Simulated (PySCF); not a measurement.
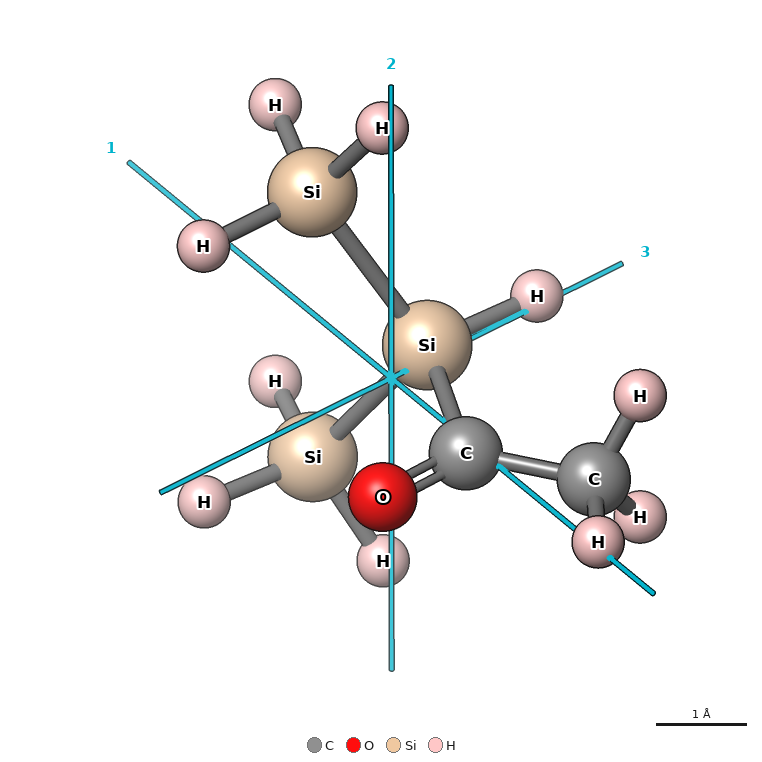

The three principal axes of inertia are drawn and numbered. Distant atoms are faded towards the background colour. The geometry was computed by an optimisation with PBE0-D3(BJ)/def2-SVP. No frequency run is at hand to confirm it as a minimum. Masses are those of the most abundant isotopes; constants are for the rigid equilibrium geometry.

Which line is the a axis (least moment of inertia), which b and which c?

Answer. a is line 1, b is line 2, c is line 3; the moments are 307, 369, 549 u Å².

What kind of rotor is it, and what are its rotational constants in cm⁻¹?

Answer. An asymmetric top (Cs): A = 0.0549, B = 0.0457, C = 0.0307 cm⁻¹. Ray's parameter κ is 0.24, nearer the oblate limit.
